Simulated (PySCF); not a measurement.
# CH₉BN₂Si: NMR shifts at several levels of theory, part 2 of 2

PySCF 2.14.0. Atoms count from 0. Earlier steps stand in the parts before.

### 7 Nuclear shieldings: PBE0/cc-pVDZ

Job settings and geometry (Å):

```
{"job": {"kind": "nmr", "xc": "PBE0", "basis": "cc-pVDZ", "pop": true}, "charge": 0, "multiplicity": 1}
B      1.806231    -1.596734    -0.544266
N      0.651865    -0.835027    -0.756942
Si     0.022610     0.481999     0.232955
C     -1.532123    -0.004511     1.150700
N     -0.410233     1.755990    -0.855100
H      2.514726    -1.348452     0.406639
H      2.087463    -2.492665    -1.310954
H      0.089526    -1.066834    -1.572623
H      1.117902     0.779933     1.205400
H     -2.328680    -0.298452     0.449571
H     -1.908590     0.827662     1.767107
H     -1.331112    -0.853665     1.821546
H     -1.102387     2.438860    -0.568426
H      0.302454     2.191647    -1.430554
```

Level: GIAO PBE0/cc-pVDZ NMR shielding, non-relativistic, gas phase.

Standard output:

```text
coarse grid: 11504 points
cycle   1  E = -467.0332184579  dE =  2.297e-01  |g| = 5.594e-01  |ddm| = 6.557e+00
cycle   2  E = -466.9968458139  dE =  3.637e-02  |g| = 6.903e-01  |ddm| = 1.962e+00
cycle   3  E = -467.1050926679  dE = -1.082e-01  |g| = 7.900e-02  |ddm| = 1.029e+00
cycle   4  E = -467.1066239960  dE = -1.531e-03  |g| = 2.498e-02  |ddm| = 1.564e-01
cycle   5  E = -467.1067635565  dE = -1.396e-04  |g| = 7.907e-03  |ddm| = 4.617e-02
cycle   6  E = -467.1067780475  dE = -1.449e-05  |g| = 2.039e-03  |ddm| = 1.489e-02
cycle   7  E = -467.1067789834  dE = -9.358e-07  |g| = 5.797e-04  |ddm| = 3.633e-03
final grid: 104680 points
cycle   8  E = -467.1197676081  dE = -1.530e-05  |g| = 8.619e-03  |ddm| = 4.610e-02
cycle   9  E = -467.1197549717  dE =  1.264e-05  |g| = 1.153e-02  |ddm| = 2.990e-02
cycle  10  E = -467.1197852086  dE = -3.024e-05  |g| = 1.094e-03  |ddm| = 1.669e-02
cycle  11  E = -467.1197855109  dE = -3.023e-07  |g| = 1.756e-04  |ddm| = 1.916e-03
cycle  12  E = -467.1197855173  dE = -6.396e-09  |g| = 7.276e-05  |ddm| = 3.817e-04
cycle  13  E = -467.1197855186  dE = -1.294e-09  |g| = 1.756e-05  |ddm| = 1.345e-04
cycle  14  E = -467.1197855186  dE = -7.253e-11  |g| = 6.240e-06  |ddm| = 3.895e-05
converged SCF energy = -467.1197855186

GIAO shielding tensors (ppm)
atom      isotropic    diamagn.    paramagn.     s11        s22        s33       span
  0 B       72.656     202.198    -129.542     38.884     48.635    130.449     91.565
  1 N      135.267     302.207    -166.940     23.548    149.935    232.318    208.771
  2 Si     425.662     885.598    -459.936    409.485    424.745    442.757     33.272
  3 C      196.120     246.477     -50.357    189.467    196.945    201.948     12.481
  4 N      253.524     307.494     -53.970    223.291    265.297    271.984     48.693
  5 H       25.939      31.893      -5.955     23.483     25.873     28.460      4.976
  6 H       25.958      29.914      -3.956     24.100     26.061     27.714      3.614
  7 H       26.613      29.941      -3.328     22.848     27.078     29.913      7.065
  8 H       26.111      31.999      -5.889     23.170     23.963     31.198      8.028
  9 H       31.056      30.063       0.994     27.545     28.709     36.915      9.369
 10 H       31.186      29.250       1.936     27.238     28.730     37.591     10.354
 11 H       31.192      29.887       1.305     27.437     28.441     37.697     10.259
 12 H       31.307      30.047       1.260     24.062     28.306     41.554     17.492
 13 H       31.238      29.952       1.286     24.128     27.410     42.174     18.046
```

Run time: 10 s. Hardware: 1 thread of Arm Neoverse V2, shared host; peak memory 0.68 GiB.

This run: δ C3 0.6, B0 41.2, N1 137.9, N4 19.6, H5 5.34, H8 5.18 ppm (means over like atoms).

### 8 Shielding tensors: PBE0/cc-pVTZ

The job, as its differences from that of step 7:

```diff
@@ -1,2 +1,2 @@
-{"job": {"kind": "nmr", "xc": "PBE0", "basis": "cc-pVDZ", "pop": true}, "charge": 0, "multiplicity": 1}
+{"job": {"kind": "nmr", "xc": "PBE0", "basis": "cc-pVTZ", "pop": true}, "charge": 0, "multiplicity": 1}
 B      1.806231    -1.596734    -0.544266
```

Level: GIAO PBE0/cc-pVTZ NMR shielding, non-relativistic, gas phase.

Standard output:

```text
coarse grid: 11504 points
cycle   1  E = -467.1250247262  dE =  1.719e-01  |g| = 5.932e-01  |ddm| = 7.058e+00
cycle   2  E = -467.0795059564  dE =  4.552e-02  |g| = 7.568e-01  |ddm| = 1.964e+00
cycle   3  E = -467.2026372735  dE = -1.231e-01  |g| = 8.451e-02  |ddm| = 1.094e+00
cycle   4  E = -467.2041907875  dE = -1.554e-03  |g| = 3.134e-02  |ddm| = 1.629e-01
cycle   5  E = -467.2044029714  dE = -2.122e-04  |g| = 8.475e-03  |ddm| = 5.058e-02
cycle   6  E = -467.2044182925  dE = -1.532e-05  |g| = 2.407e-03  |ddm| = 1.472e-02
cycle   7  E = -467.2044194777  dE = -1.185e-06  |g| = 6.604e-04  |ddm| = 3.917e-03
final grid: 104680 points
cycle   8  E = -467.2052896088  dE = -5.568e-05  |g| = 8.928e-03  |ddm| = 9.483e-02
cycle   9  E = -467.2052767608  dE =  1.285e-05  |g| = 1.188e-02  |ddm| = 2.942e-02
cycle  10  E = -467.2053063145  dE = -2.955e-05  |g| = 1.105e-03  |ddm| = 1.633e-02
cycle  11  E = -467.2053065930  dE = -2.784e-07  |g| = 2.669e-04  |ddm| = 1.924e-03
cycle  12  E = -467.2053066073  dE = -1.438e-08  |g| = 9.257e-05  |ddm| = 4.610e-04
cycle  13  E = -467.2053066093  dE = -1.955e-09  |g| = 2.338e-05  |ddm| = 1.651e-04
cycle  14  E = -467.2053066094  dE = -1.102e-10  |g| = 7.683e-06  |ddm| = 4.149e-05
converged SCF energy = -467.2053066094

GIAO shielding tensors (ppm)
atom      isotropic    diamagn.    paramagn.     s11        s22        s33       span
  0 B       61.591     199.508    -137.917     24.892     35.763    124.118     99.226
  1 N      120.156     297.124    -176.969      1.901    136.544    222.023    220.122
  2 Si     359.704     889.263    -529.559    342.578    355.882    380.652     38.075
  3 C      187.060     243.692     -56.632    180.029    187.351    193.798     13.769
  4 N      242.951     300.158     -57.206    211.332    256.047    261.475     50.144
  5 H       26.041      31.117      -5.075     23.394     26.066     28.664      5.270
  6 H       26.058      29.750      -3.692     24.155     26.079     27.939      3.784
  7 H       26.541      29.628      -3.087     23.101     27.132     29.392      6.291
  8 H       25.946      31.278      -5.332     23.331     23.857     30.651      7.320
  9 H       31.091      29.802       1.289     27.613     28.903     36.756      9.143
 10 H       31.158      29.323       1.835     27.204     28.742     37.527     10.323
 11 H       31.158      29.528       1.630     27.417     28.434     37.622     10.205
 12 H       31.027      30.046       0.981     24.128     27.769     41.183     17.054
 13 H       30.969      29.879       1.090     24.291     26.900     41.716     17.425
```

It took 36 s on 1 thread of Arm Neoverse V2, shared host; peak memory 0.96 GiB.

This run: δ C3 0.2, B0 41.2, N1 146.6, N4 23.8, H8 5.34, H5 5.24 ppm (means over like atoms).

### 9 Nuclear shieldings: PBE0/aug-cc-pVDZ

The job, as its differences from that of step 8:

```diff
@@ -1,2 +1,2 @@
-{"job": {"kind": "nmr", "xc": "PBE0", "basis": "cc-pVTZ", "pop": true}, "charge": 0, "multiplicity": 1}
+{"job": {"kind": "nmr", "xc": "PBE0", "basis": "aug-cc-pVDZ", "pop": true}, "charge": 0, "multiplicity": 1}
 B      1.806231    -1.596734    -0.544266
```

Method: GIAO PBE0/aug-cc-pVDZ NMR shielding, non-relativistic, gas phase.

Standard output:

```text
coarse grid: 11504 points
cycle   1  E = -467.0514521609  dE =  2.138e-01  |g| = 5.652e-01  |ddm| = 8.300e+00
cycle   2  E = -467.0045210054  dE =  4.693e-02  |g| = 7.257e-01  |ddm| = 2.137e+00
cycle   3  E = -467.1251343471  dE = -1.206e-01  |g| = 8.386e-02  |ddm| = 1.111e+00
cycle   4  E = -467.1268824696  dE = -1.748e-03  |g| = 2.436e-02  |ddm| = 1.934e-01
cycle   5  E = -467.1270205266  dE = -1.381e-04  |g| = 7.373e-03  |ddm| = 5.433e-02
cycle   6  E = -467.1270333440  dE = -1.282e-05  |g| = 2.150e-03  |ddm| = 1.603e-02
cycle   7  E = -467.1270343619  dE = -1.018e-06  |g| = 6.427e-04  |ddm| = 4.262e-03
final grid: 104680 points
cycle   8  E = -467.1399806262  dE = -1.944e-05  |g| = 8.669e-03  |ddm| = 1.252e-01
cycle   9  E = -467.1399660460  dE =  1.458e-05  |g| = 1.193e-02  |ddm| = 3.294e-02
cycle  10  E = -467.1399984168  dE = -3.237e-05  |g| = 1.086e-03  |ddm| = 1.801e-02
cycle  11  E = -467.1399987172  dE = -3.004e-07  |g| = 1.758e-04  |ddm| = 2.222e-03
cycle  12  E = -467.1399987234  dE = -6.174e-09  |g| = 7.970e-05  |ddm| = 4.377e-04
cycle  13  E = -467.1399987250  dE = -1.579e-09  |g| = 1.951e-05  |ddm| = 1.688e-04
cycle  14  E = -467.1399987250  dE = -8.106e-11  |g| = 7.396e-06  |ddm| = 4.672e-05
converged SCF energy = -467.1399987250

GIAO shielding tensors (ppm)
atom      isotropic    diamagn.    paramagn.     s11        s22        s33       span
  0 B       69.158     237.948    -168.790     33.837     44.917    128.719     94.882
  1 N      134.122     278.412    -144.290     21.232    148.524    232.609    211.377
  2 Si     414.602     878.951    -464.349    395.771    412.487    435.548     39.778
  3 C      195.264     186.684       8.580    188.250    195.730    201.813     13.563
  4 N      248.801     280.630     -31.829    222.832    258.973    264.597     41.765
  5 H       25.988      31.179      -5.190     23.412     26.092     28.461      5.049
  6 H       25.945      27.886      -1.942     24.089     26.065     27.679      3.590
  7 H       26.731      32.041      -5.310     23.331     27.279     29.582      6.252
  8 H       25.912      24.386       1.526     23.130     23.723     30.883      7.753
  9 H       31.118      24.597       6.521     27.627     28.922     36.805      9.179
 10 H       31.205      29.658       1.547     27.238     28.762     37.615     10.377
 11 H       31.194      28.282       2.912     27.416     28.552     37.614     10.198
 12 H       31.235      32.520      -1.285     24.469     28.057     41.179     16.710
 13 H       31.066      33.011      -1.945     24.457     27.101     41.639     17.182
```

Run time: 22 s. Hardware: 1 thread of Arm Neoverse V2, shared host; peak memory 0.91 GiB.

Key values: δ C3 -0.1, B0 41.0, N1 135.7, N4 21.0, H8 5.48, H5 5.43 ppm (means over like atoms).

### 10 Nuclear shieldings: PBE0/IGLO-III

The job, as its differences from that of step 9:

```diff
@@ -1,2 +1,2 @@
-{"job": {"kind": "nmr", "xc": "PBE0", "basis": "aug-cc-pVDZ", "pop": true}, "charge": 0, "multiplicity": 1}
+{"job": {"kind": "nmr", "xc": "PBE0", "basis": "IGLO-III", "pop": true}, "charge": 0, "multiplicity": 1}
 B      1.806231    -1.596734    -0.544266
```

Level: GIAO PBE0/IGLO-III NMR shielding, non-relativistic, gas phase.

Standard output:

```text
coarse grid: 11504 points
cycle   1  E = -467.1355004858  dE =  1.529e-01  |g| = 6.041e-01  |ddm| = 2.371e+00
cycle   2  E = -467.0868333478  dE =  4.867e-02  |g| = 7.696e-01  |ddm| = 6.979e-01
cycle   3  E = -467.2130908885  dE = -1.263e-01  |g| = 9.076e-02  |ddm| = 3.989e-01
cycle   4  E = -467.2147594566  dE = -1.669e-03  |g| = 3.560e-02  |ddm| = 6.505e-02
cycle   5  E = -467.2150378729  dE = -2.784e-04  |g| = 8.647e-03  |ddm| = 2.115e-02
cycle   6  E = -467.2150530832  dE = -1.521e-05  |g| = 2.563e-03  |ddm| = 5.500e-03
cycle   7  E = -467.2150543901  dE = -1.307e-06  |g| = 7.285e-04  |ddm| = 1.555e-03
final grid: 104680 points
cycle   8  E = -467.2153435820  dE = -6.933e-05  |g| = 8.969e-03  |ddm| = 3.531e-02
cycle   9  E = -467.2153298554  dE =  1.373e-05  |g| = 1.203e-02  |ddm| = 9.759e-03
cycle  10  E = -467.2153598847  dE = -3.003e-05  |g| = 1.145e-03  |ddm| = 5.538e-03
cycle  11  E = -467.2153601609  dE = -2.762e-07  |g| = 3.556e-04  |ddm| = 7.093e-04
cycle  12  E = -467.2153601877  dE = -2.676e-08  |g| = 1.004e-04  |ddm| = 2.191e-04
cycle  13  E = -467.2153601900  dE = -2.254e-09  |g| = 2.476e-05  |ddm| = 6.196e-05
cycle  14  E = -467.2153601901  dE = -1.203e-10  |g| = 7.737e-06  |ddm| = 1.621e-05
converged SCF energy = -467.2153601901

GIAO shielding tensors (ppm)
atom      isotropic    diamagn.    paramagn.     s11        s22        s33       span
  0 B       55.605     194.974    -139.369     18.961     28.044    119.811    100.851
  1 N      112.160     315.131    -202.971    -10.213    128.734    217.960    228.173
  2 Si     352.772     894.870    -542.098    334.836    352.954    370.526     35.690
  3 C      183.470     250.034     -66.563    176.095    183.415    190.901     14.806
  4 N      235.707     313.531     -77.825    206.417    244.944    255.759     49.343
  5 H       26.099      30.724      -4.625     23.529     26.171     28.597      5.069
  6 H       26.092      29.244      -3.152     24.213     26.172     27.891      3.678
  7 H       26.717      32.532      -5.815     23.365     27.433     29.354      5.989
  8 H       25.955      30.933      -4.978     23.421     23.876     30.567      7.146
  9 H       31.185      29.514       1.672     27.756     29.060     36.740      8.985
 10 H       31.263      28.732       2.531     27.354     28.876     37.558     10.204
 11 H       31.239      29.176       2.063     27.506     28.641     37.570     10.064
 12 H       31.108      30.946       0.162     24.439     28.010     40.876     16.438
 13 H       31.010      31.024      -0.015     24.566     27.101     41.361     16.795
```

Wall time 33 s (1 thread of Arm Neoverse V2, shared host); peak memory 0.94 GiB.

This run: δ C3 0.3, B0 44.3, N1 148.4, N4 24.8, H8 5.42, H5 5.28 ppm (means over like atoms).

### 11 Shielding tensors: PBE0/pcSseg-0

The job, as its differences from that of step 10:

```diff
@@ -1,2 +1,2 @@
-{"job": {"kind": "nmr", "xc": "PBE0", "basis": "IGLO-III", "pop": true}, "charge": 0, "multiplicity": 1}
+{"job": {"kind": "nmr", "xc": "PBE0", "basis": "pcSseg-0", "pop": true}, "charge": 0, "multiplicity": 1}
 B      1.806231    -1.596734    -0.544266
```

With the program's defaults for keys left out, this is: GIAO PBE0/pcSseg-0 NMR shielding, non-relativistic, gas phase.

Standard output:

```text
coarse grid: 11504 points
cycle   1  E = -466.3017734350  dE =  1.264e-01  |g| = 4.806e-01  |ddm| = 3.509e+00
cycle   2  E = -466.2826592788  dE =  1.911e-02  |g| = 5.731e-01  |ddm| = 1.059e+00
cycle   3  E = -466.3540170391  dE = -7.136e-02  |g| = 6.137e-02  |ddm| = 6.143e-01
cycle   4  E = -466.3548940862  dE = -8.770e-04  |g| = 2.366e-02  |ddm| = 8.564e-02
cycle   5  E = -466.3550209451  dE = -1.269e-04  |g| = 6.512e-03  |ddm| = 2.523e-02
cycle   6  E = -466.3550307394  dE = -9.794e-06  |g| = 1.458e-03  |ddm| = 8.594e-03
final grid: 104680 points
cycle   7  E = -466.3789554889  dE = -9.633e-06  |g| = 4.876e-03  |ddm| = 1.479e-02
cycle   8  E = -466.3789526730  dE =  2.816e-06  |g| = 6.178e-03  |ddm| = 1.108e-02
cycle   9  E = -466.3789607100  dE = -8.037e-06  |g| = 3.892e-04  |ddm| = 6.120e-03
cycle  10  E = -466.3789607518  dE = -4.172e-08  |g| = 1.053e-04  |ddm| = 5.305e-04
cycle  11  E = -466.3789607540  dE = -2.271e-09  |g| = 4.375e-05  |ddm| = 1.393e-04
cycle  12  E = -466.3789607545  dE = -4.447e-10  |g| = 1.248e-05  |ddm| = 5.739e-05
converged SCF energy = -466.3789607545

GIAO shielding tensors (ppm)
atom      isotropic    diamagn.    paramagn.     s11        s22        s33       span
  0 B       61.614     194.439    -132.825     25.920     31.803    127.118    101.198
  1 N      128.275     328.507    -200.232      8.125    143.327    233.372    225.247
  2 Si     361.806     877.219    -515.413    337.660    356.247    391.512     53.853
  3 C      193.139     261.986     -68.847    185.765    194.143    199.510     13.745
  4 N      257.949     324.183     -66.234    219.013    264.194    290.641     71.628
  5 H       26.537      29.746      -3.209     23.384     26.970     29.256      5.872
  6 H       26.476      28.922      -2.446     24.094     26.834     28.502      4.408
  7 H       28.470      32.258      -3.788     24.191     28.103     33.116      8.925
  8 H       26.895      29.854      -2.959     23.298     24.474     32.912      9.614
  9 H       32.285      31.885       0.400     28.222     30.043     38.589     10.366
 10 H       32.645      31.710       0.936     28.249     30.184     39.503     11.254
 11 H       32.682      31.802       0.880     28.540     29.872     39.633     11.093
 12 H       33.324      31.610       1.714     25.684     29.410     44.878     19.194
 13 H       33.246      31.220       2.025     25.481     28.956     45.300     19.820
```

Wall time 4.9 s (1 thread of Arm Neoverse V2, shared host); peak memory 0.45 GiB.

Key values: δ C3 0.4, B0 43.3, N1 137.7, N4 8.1, H5 6.33, H8 5.94 ppm (means over like atoms).

### 12 Nuclear shieldings: PBE0/pcSseg-2

The job, as its differences from that of step 11:

```diff
@@ -1,2 +1,2 @@
-{"job": {"kind": "nmr", "xc": "PBE0", "basis": "pcSseg-0", "pop": true}, "charge": 0, "multiplicity": 1}
+{"job": {"kind": "nmr", "xc": "PBE0", "basis": "pcSseg-2", "pop": true}, "charge": 0, "multiplicity": 1}
 B      1.806231    -1.596734    -0.544266
```

Method: GIAO PBE0/pcSseg-2 NMR shielding, non-relativistic, gas phase.

Standard output:

```text
coarse grid: 11504 points
cycle   1  E = -467.1298880611  dE =  1.592e-01  |g| = 5.977e-01  |ddm| = 2.484e+00
cycle   2  E = -467.0810322032  dE =  4.886e-02  |g| = 7.630e-01  |ddm| = 8.461e-01
cycle   3  E = -467.2080298731  dE = -1.270e-01  |g| = 8.815e-02  |ddm| = 5.027e-01
cycle   4  E = -467.2097443452  dE = -1.714e-03  |g| = 2.882e-02  |ddm| = 7.659e-02
cycle   5  E = -467.2099266868  dE = -1.823e-04  |g| = 8.304e-03  |ddm| = 1.994e-02
cycle   6  E = -467.2099413772  dE = -1.469e-05  |g| = 2.429e-03  |ddm| = 6.658e-03
cycle   7  E = -467.2099425978  dE = -1.221e-06  |g| = 6.548e-04  |ddm| = 1.763e-03
final grid: 104680 points
cycle   8  E = -467.2186462532  dE = -7.580e-05  |g| = 8.515e-03  |ddm| = 3.392e-02
cycle   9  E = -467.2186331560  dE =  1.310e-05  |g| = 1.163e-02  |ddm| = 1.117e-02
cycle  10  E = -467.2186620912  dE = -2.894e-05  |g| = 1.034e-03  |ddm| = 6.325e-03
cycle  11  E = -467.2186623252  dE = -2.340e-07  |g| = 3.283e-04  |ddm| = 8.004e-04
cycle  12  E = -467.2186623478  dE = -2.259e-08  |g| = 8.832e-05  |ddm| = 2.042e-04
cycle  13  E = -467.2186623495  dE = -1.658e-09  |g| = 2.861e-05  |ddm| = 7.453e-05
cycle  14  E = -467.2186623496  dE = -1.610e-10  |g| = 7.287e-06  |ddm| = 2.241e-05
converged SCF energy = -467.2186623496

GIAO shielding tensors (ppm)
atom      isotropic    diamagn.    paramagn.     s11        s22        s33       span
  0 B       54.932     192.370    -137.438     17.848     27.219    119.729    101.881
  1 N      112.537     324.381    -211.844     -9.916    129.132    218.396    228.311
  2 Si     346.862     877.653    -530.791    328.105    346.607    365.874     37.769
  3 C      183.865     246.519     -62.654    176.574    183.871    191.151     14.577
  4 N      236.186     316.343     -80.157    206.745    245.444    256.368     49.623
  5 H       26.036      30.250      -4.214     23.353     26.081     28.676      5.323
  6 H       26.047      28.577      -2.530     24.157     26.071     27.912      3.755
  7 H       26.451      32.548      -6.097     23.044     26.967     29.341      6.297
  8 H       25.961      30.716      -4.754     23.461     23.946     30.476      7.014
  9 H       31.030      30.796       0.234     27.490     28.863     36.737      9.247
 10 H       31.116      29.982       1.134     27.126     28.660     37.561     10.435
 11 H       31.096      30.401       0.694     27.296     28.395     37.596     10.300
 12 H       30.793      31.212      -0.419     24.109     27.361     40.909     16.800
 13 H       30.720      31.244      -0.524     24.228     26.542     41.390     17.163
```

Run time: 48 s. Hardware: 1 thread of Arm Neoverse V2, shared host; peak memory 1.2 GiB.

Key values: δ C3 0.3, B0 44.1, N1 149.2, N4 25.5, H8 5.28, H5 5.20 ppm (means over like atoms).

### 13 Comparing the runs: NMR shifts

Shifts (ppm) of some atoms, chosen among heavy atoms and hydrogens apart, means over like atoms, with basis size and wall time:

| run | C3 | H5 | H12 | B0 | N1 | N4 | Si2 | functions | time |
| --- | --- | --- | --- | --- | --- | --- | --- | --- | --- |
| PBE0/6-31G* | 0.5 | 5.49 | -0.17 | 38.4 | 121.2 | 13.1 | 5.2 | 92 | 7.5 s |
| PBE0/6-311+G(2d,p) | 0.4 | 5.34 | 0.19 | 41.2 | 143.9 | 24.5 | -4.2 | 197 | 20 s |
| PBE0/def2-SVP | 0.0 | 5.32 | 0.08 | 40.1 | 135.6 | 19.8 | -15.2 | 119 | 9.3 s |
| PBE0/def2-TZVP | 0.0 | 5.37 | 0.20 | 41.8 | 148.1 | 26.6 | -5.9 | 215 | 23 s |
| PBE0/cc-pVDZ | 0.6 | 5.34 | 0.02 | 41.2 | 137.9 | 19.6 | -7.1 | 119 | 10 s |
| PBE0/cc-pVTZ | 0.2 | 5.24 | 0.29 | 41.2 | 146.6 | 23.8 | 0.3 | 280 | 36 s |
| PBE0/aug-cc-pVDZ | -0.1 | 5.43 | 0.24 | 41.0 | 135.7 | 21.0 | 2.1 | 200 | 22 s |
| PBE0/IGLO-III | 0.3 | 5.28 | 0.32 | 44.3 | 148.4 | 24.8 | -7.4 | 274 | 33 s |
| PBE0/pcSseg-0 | 0.4 | 6.33 | -0.45 | 43.3 | 137.7 | 8.1 | -13.3 | 67 | 4.9 s |
| PBE0/pcSseg-2 | 0.3 | 5.20 | 0.49 | 44.1 | 149.2 | 25.5 | -5.6 | 313 | 48 s |

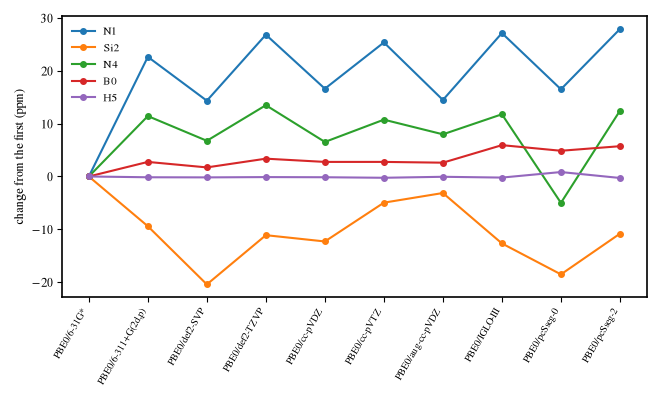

How five of the tabulated atoms move from run to run.

### 14 Outcome

The summary covers parts 1 to 2.

| quantity | value |
| --- | --- |
| point group | C1 |
| rotational constants (main isotopes) | 5.69, 2.72, 2.09 GHz |
| 13C shifts against TMS (PBE0/6-31G*) | 0.5 ppm |
| 1H shifts against TMS (PBE0/6-31G*, means over atoms taken as alike) | 5.49, 5.49, 4.44, 0.14, -0.17 ppm |
| 11B shifts against BF3·OEt2 (PBE0/6-31G*) | 38.4 ppm |
| 15N shifts against NH3 (PBE0/6-31G*) | 121.2, 13.1 ppm |
| 29Si shifts against TMS (PBE0/6-31G*) | 5.2 ppm |
| range of the shift of N1 | 121.2 to 149.2 ppm |

Single values in the summary come from the first sound run of each kind (PBE0/6-31G*), which need not be the best level. The start of the PBE0/def2-SVP relaxation was shaken at random by about 0.01 Å, so part of the energy gained, and of the first lengths quoted, undoes that. Relaxing lowered the energy by 0.231 eV in 20 steps; the close pair that moved most is B0–H6, from 1.151 to 1.212 Å. No frequency check was run at this level, so the end point may be a saddle. At PBE0/6-31G*: The largest span, 194 ppm, is at N1, where the paramagnetic term is -181 ppm. In ppm, N1 moves most: its shift spreads over 27.9 ppm, from 121.2 (PBE0/6-31G*) to 149.2 (PBE0/pcSseg-2).
